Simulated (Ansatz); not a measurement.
# C6H5F3Ti (SMILES [F][Ti]([F])([F])[c]1ccccc1): what the fields show

```yaml
atoms:
  - { symbol: F, position_ang: [-0.7292, -3.3970, 0.5223] }
  - { symbol: Ti, position_ang: [0.6479, -2.4978, -0.0821] }
  - { symbol: F, position_ang: [2.0908, -2.6758, 0.8960] }
  - { symbol: F, position_ang: [0.9638, -2.8568, -1.7669] }
  - { symbol: C, position_ang: [0.1329, -0.5392, 0.0171] }
  - { symbol: C, position_ang: [1.1166, 0.4411, 0.1658] }
  - { symbol: C, position_ang: [0.7701, 1.7834, 0.1832] }
  - { symbol: C, position_ang: [-0.5605, 2.1561, 0.0534] }
  - { symbol: C, position_ang: [-1.5472, 1.1909, -0.0914] }
  - { symbol: C, position_ang: [-1.2031, -0.1521, -0.1091] }
  - { symbol: H, position_ang: [2.1604, 0.1625, 0.2760] }
  - { symbol: H, position_ang: [1.5377, 2.5400, 0.3004] }
  - { symbol: H, position_ang: [-0.8307, 3.2059, 0.0683] }
  - { symbol: H, position_ang: [-2.5860, 1.4857, -0.1882] }
  - { symbol: H, position_ang: [-1.9852, -0.8978, -0.2155] }
```

Geometry: PBE0-D4/def2-TZVP.

These are results of Ansatz, RKS PBE0-D4/def2-TZVPP, not measurements.

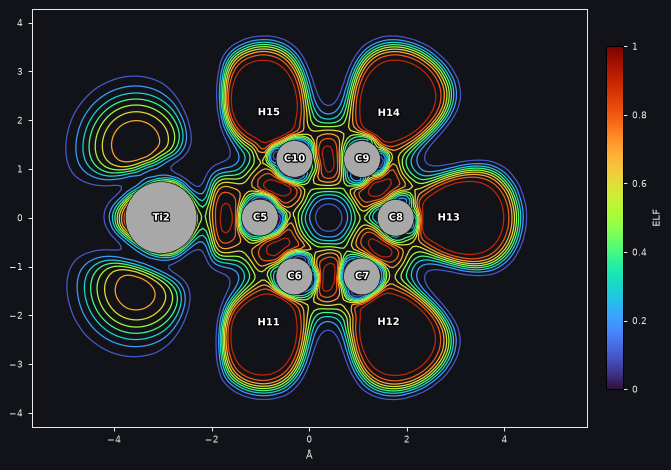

Figure 1. Electron localisation function on the plane of atoms C5, C10 and C9. Grey discs cover the atomic cores.

> What does the map show?

Atoms in the plane: Ti, C and H.
C–C (1.39 Å): the ELF peaks at about 0.95 between the atoms: a covalent bond.
C–Ti (2.03 Å): the ELF peaks at about 0.95 in the valence shell of C, 0.7 Å from its nucleus, and is about 0.60 at the midpoint.
C–H (1.08 Å): the ELF climbs to about 1 towards the hydrogen, as it does in any bond to H: an ordinary covalent bond to hydrogen.

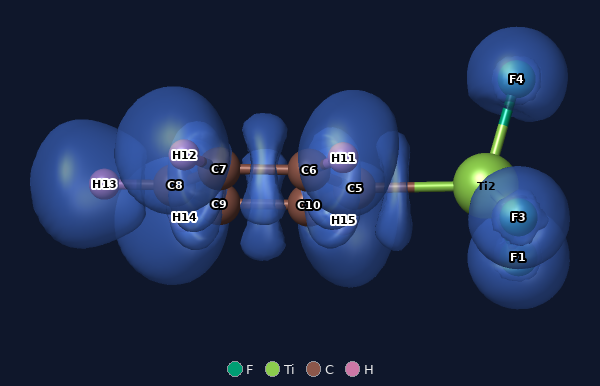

Figure 2. Isosurface of the ELF at 0.75 (blue), seen from one side. Core shells and regions of very low density are left out.

> Where are the electrons localised?

At this value the surface marks out six regions between bonded C–C atoms (shared pairs), five regions around hydrogen nuclei, one lobe of the valence shell of C pointing towards Ti (polar bonds) and three regions wrapped around F (the valence shell of each).


 Ti–F (1.75 Å): the ELF peaks at about 0.85 in the valence shell of F, 0.5 Å from its nucleus, and drops to about 0.25 between the two atoms.

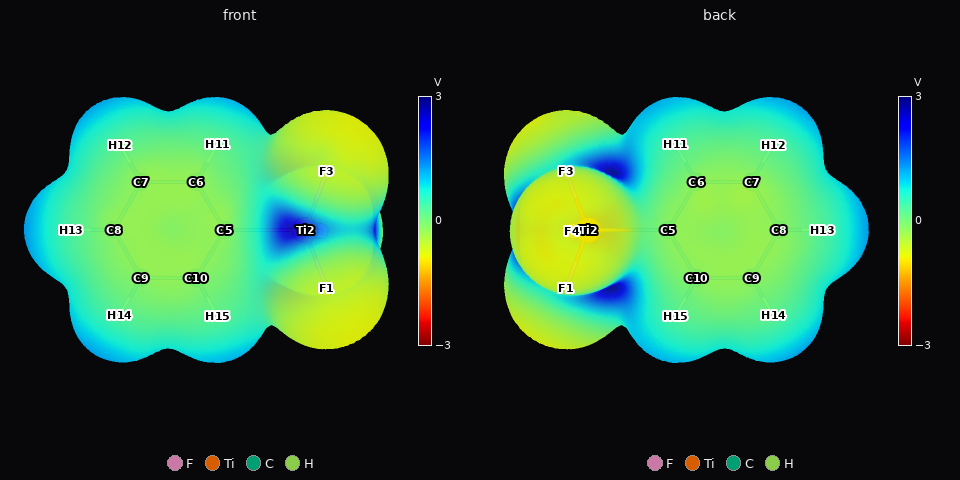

Figure 3. The molecular electrostatic potential painted on the density surface at 0.002 e/bohr³, seen from the front and from behind; the colour scale runs from red (negative) to blue (positive).

> Which sites attract a positive test charge, and which a negative one?

A positive charge is drawn to the negative regions and a negative charge to the positive ones. The most negative region (about −0.9 V, or −21 kcal/mol for a unit charge) lies over F3 and F4, the most positive (about +2.7 V, or +62 kcal/mol for a unit charge) over Ti2.
